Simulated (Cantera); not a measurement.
A closed system holds: 1 mol Si₃H₈, 0.0034 mol Cl₂, 17 mol H₂, held at 0.790 bar.

Equilibrium computed with Cantera from the NASA thermochemical tables; the gas is ideal and each condensed phase is pure. Candidate condensed phases: Si; 19 gas species. The feed counts by its element totals alone. Gases not in the tables: Si₂H₆ and higher silanes. Rates play no part.

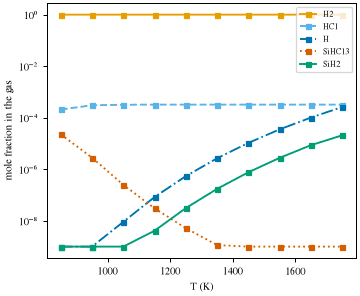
Fig. 1. Equilibrium gas composition (values under 1e-9 drawn at 1e-9)

From 850 K to 1650 K the condensed part is Si(s). At 1750 K the condensed part is Si(l). The main Si-bearing gas is SiHCl₃ at 850 K and SiH₂ at 1750 K.
